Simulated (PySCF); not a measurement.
The calculation's input:

```
{"job": {"kind": "nmr", "xc": "PBE0", "basis": "pcSseg-1"}, "charge": 1, "multiplicity": 1}
N     -1.719247    -0.687850    -0.027769
Si    -0.713725     0.643231    -0.245114
P      1.543841    -0.006670     0.185851
H     -1.994603    -1.309813    -0.781116
H     -2.174354    -0.909512     0.851960
H     -0.558176     1.070110    -1.653788
H     -0.841582     1.692461     0.791154
H      2.058502    -0.949845    -0.732449
H      1.730413    -0.624725     1.443029
H      2.497391     1.038235     0.172244
```

Launched as:

```sh
OMP_NUM_THREADS=1 python probes_run.py task.json out
```

Geometry: PBE0-D3(BJ)/def2-SVP.

Level of theory: PBE0/pcSseg-1, SCF density, gas phase, non-relativistic (PySCF).

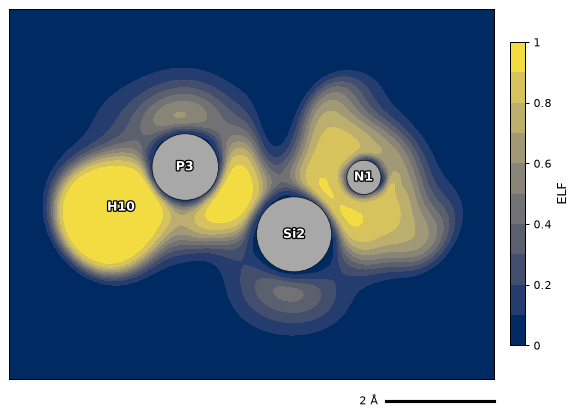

H7NPSi (charge +1). Electron localisation function on the plane of atoms N1, Si2 and P3. Grey discs cover the atomic cores.

> What do the fields say about this system?

The plane passes through N, Si, P and H nuclei.
Si–N (1.68 Å): the ELF peaks at about 0.90 between the atoms; a shared but strongly polarised pair.
Si–P (2.39 Å): the ELF peaks at about 1 between the atoms, as expected for a covalent bond.
P–H (1.41 Å): the ELF climbs to about 1 towards the hydrogen, as it does in any bond to H.
